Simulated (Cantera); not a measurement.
Charge: 1 mol SiC, 0.65 mol H2, equilibrated at 15.0 mbar.

Method: chemical equilibrium by Gibbs-energy minimisation in Cantera with the NASA 1993 tables (ideal gas, pure condensed phases). Candidate condensed phases: C, C6H6, C7H8, C8H18, Si, SiC; 87 gas species. Gases not in the tables: Si2H6 and higher silanes. Equilibrium is a limit: real reactors are often held back by kinetics, nucleation or transport.

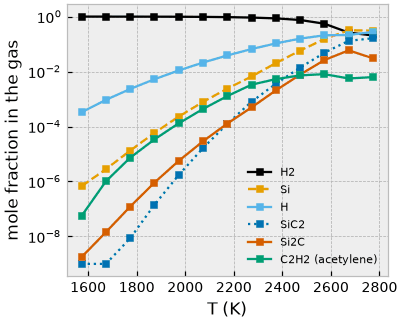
Figure. Equilibrium gas composition (values under 1e-9 drawn at 1e-9)

From 1573 K to 2273 K the condensed part is SiC(s). From 2373 K to 2573 K the condensed part is C(graphite) + SiC(s). From 2673 K to 2773 K the condensed part is C(graphite). The main Si-bearing gas is SiH2 at 1573 K and Si at 2773 K.
